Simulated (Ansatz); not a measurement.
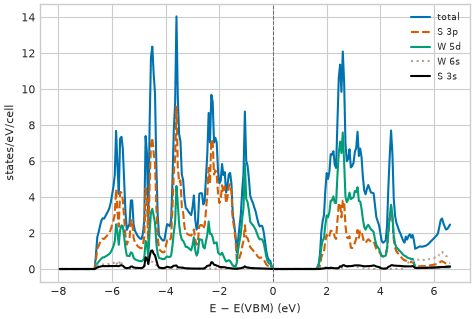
Total and projected density of states of WS2 in space group P6_3/mmc (No. 194; W on 2c, S on 4f), DFT-PBE in the program Ansatz with PAW potentials

### Question
Which orbitals carry the states next to the gap?

### Answer
Top 1 eV of the valence band: W 5d 67 %, S 3p 28 %. Bottom 1 eV of the conduction band: W 5d 61 %, S 3p 32 %. Projections are on Löwdin-orthogonalised atomic valence shells; empty p or d shells of many metals are not among them.

### Question
Where is the tallest occupied peak in this window, and what makes it?

### Answer
Near -3.6 eV, about 14 states/eV per cell; the largest projected share is S 3p.

The cell was relaxed with PBE under the symmetry of its start. The run is not spin-polarised. The volume lies over 15 % above that of the usual cell of this phase: another minimum, or an error of the functional. A crystal of weakly bound layers computed without a dispersion correction: the cell and the soft elastic constants depend strongly on that. Scalar-relativistic: spin–orbit coupling is off unless named, which matters more the heavier the elements.

Potentials: the later of the program's two PAW sets.
